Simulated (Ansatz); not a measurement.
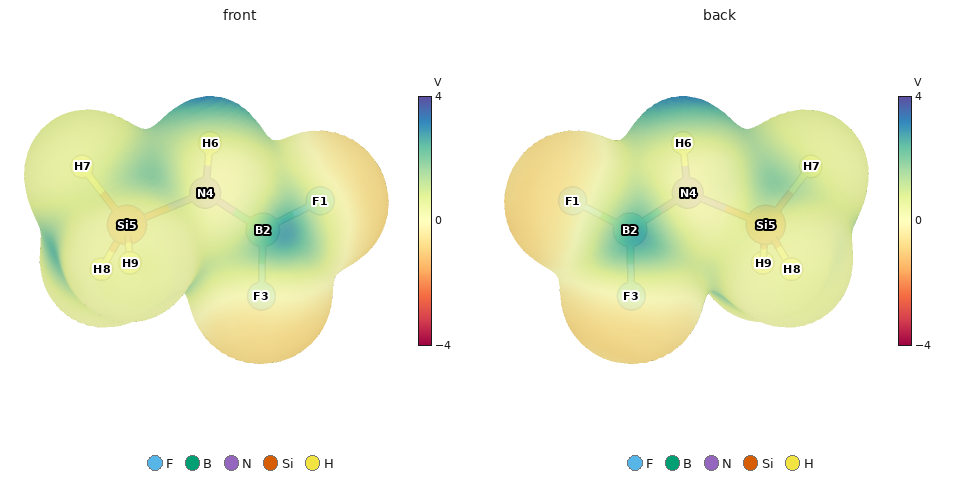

*BF2H4NSi. The electrostatic potential painted on the density surface at 0.004 e/bohr³, seen from the front and from behind; red is negative and blue positive.*

Geometry: PBE0-D4/def2-TZVP.

The calculation used RKS PBE0-D4/def2-TZVPP in Ansatz 0.2.0.

```yaml
atoms:
  - { symbol: F, position_ang: [2.6650, -0.7181, 0.1429] }
  - { symbol: B, position_ang: [1.3393, -0.7782, 0.1028] }
  - { symbol: F, position_ang: [0.7781, -1.9819, 0.1764] }
  - { symbol: N, position_ang: [0.5433, 0.3701, -0.0127] }
  - { symbol: Si, position_ang: [-1.2001, 0.4256, -0.0759] }
  - { symbol: H, position_ang: [1.0371, 1.2479, -0.0612] }
  - { symbol: H, position_ang: [-1.5652, 1.8533, -0.2495] }
  - { symbol: H, position_ang: [-1.7119, -0.3696, -1.2184] }
  - { symbol: H, position_ang: [-1.7970, -0.0955, 1.1784] }
```

> Which sites attract a positive test charge, and which a negative one?

A positive charge is drawn to the negative regions and a negative charge to the positive ones. The most negative region (about −0.8 V, or −18 kcal/mol for a unit charge) lies over F1 and F3, the most positive (about +3.1 V, or +71 kcal/mol for a unit charge) over H6.
